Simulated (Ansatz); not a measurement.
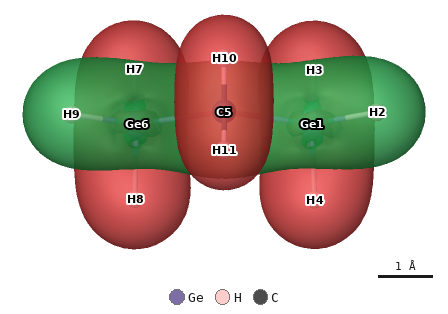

Figure. CH₈Ge₂ ((H3Ge)2CH2). The HOMO−1 at ±0.06 Å⁻³ᐟ² (green and red are the two phases), seen from one side.

Geometry: r2SCAN-D4/def2-SVP.

The calculation used RKS PBE0-D4/def2-TZVP in Ansatz 0.2.0.

```yaml
atoms:
  - { symbol: Ge, position_ang: [-0.9519, -1.3083, 0.3888] }
  - { symbol: H, position_ang: [-1.6118, -1.8179, 1.6816] }
  - { symbol: H, position_ang: [0.0110, -2.3856, -0.1369] }
  - { symbol: H, position_ang: [-2.0440, -1.0641, -0.6655] }
  - { symbol: C, position_ang: [0.0271, 0.3526, 0.7298] }
  - { symbol: Ge, position_ang: [0.9352, 1.0903, -0.8399] }
  - { symbol: H, position_ang: [1.9693, 0.0822, -1.3672] }
  - { symbol: H, position_ang: [-0.0883, 1.3760, -1.9512] }
  - { symbol: H, position_ang: [1.6556, 2.4003, -0.4774] }
  - { symbol: H, position_ang: [0.7753, 0.1687, 1.5185] }
  - { symbol: H, position_ang: [-0.6776, 1.1058, 1.1194] }
```

What is the character of this orbital?

By Hirshfeld shares it lies mainly on C5 (about 20 %), Ge1 (about 15 %), Ge6 (about 15 %), H3 (about 5 %) and H8 (about 5 %). Its energy is −8.94 eV.
